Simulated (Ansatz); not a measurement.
Input

```
crystal:
  periodic: [false, false, false]
  atoms:
    - symbol: Cl
      position_ang: [0.652040, -1.776804, -2.751502]
    - symbol: F
      position_ang: [0.934868, -1.438486, 0.326573]
    - symbol: Ge
      position_ang: [-0.372239, -1.773466, -0.810419]
    - symbol: N
      position_ang: [-0.947519, 0.192828, -0.722761]
    - symbol: O
      position_ang: [-1.740743, 0.780422, -1.417551]
    - symbol: H
      position_ang: [-0.883615, 0.559369, 0.270618]
basis:
  gaussian:
    orbitals: def2-TZVPD
hamiltonian:
  xc: pbe0
output: {forces: true, orbitals: {seedname: orbitals}}
```

Command:

```sh
ansatz run input.yaml --threads 1 --pin off --max-ram 2610MiB --events-out events.jsonl --progress --plain --runs-dir runs
```

Geometry: r2SCAN-D4/def2-SVP.

The calculation used Ansatz, isolated molecule in a Gaussian basis; Kohn-Sham density functional theory, functional PBE0.

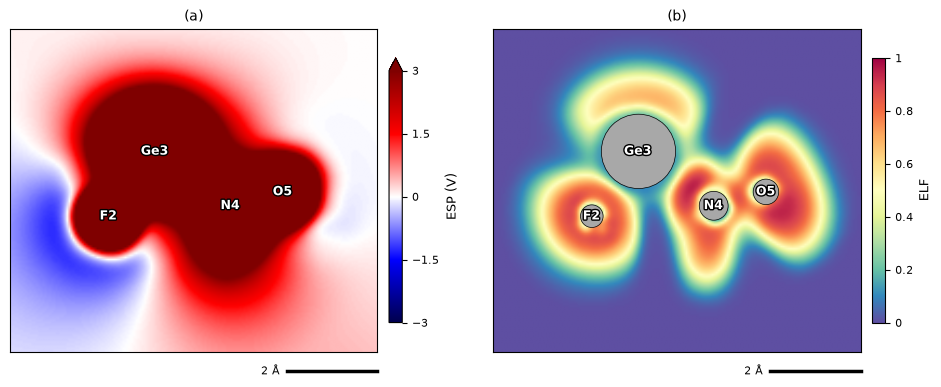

ClFGeHNO (SMILES [O-]/[NH+]=[Ge](/[F])[Cl]). (a) molecular electrostatic potential; (b) ELF on the plane of atoms F2, Ge3 and N4. Grey discs cover the atomic cores in the ELF map.

What does the map show?

Answer. Atoms in the plane: F, Ge, N and O.
N–O (1.21 Å): the ELF peaks at about 0.85 between the atoms (a covalent bond).
Ge–F (1.76 Å): the ELF peaks at about 0.80 in the valence shell of F, 0.5 Å from its nucleus, and is about 0.25 at the midpoint.
Ge–N (2.05 Å): the ELF peaks at about 0.95 in the valence shell of N, 0.6 Å from its nucleus, and is about 0.45 at the midpoint.
The ELF also peaks beside F2 and O5, away from the bonds: lone-pair regions.
Outside the dense part of the molecule the potential is most negative (−1.2 V) near F2.
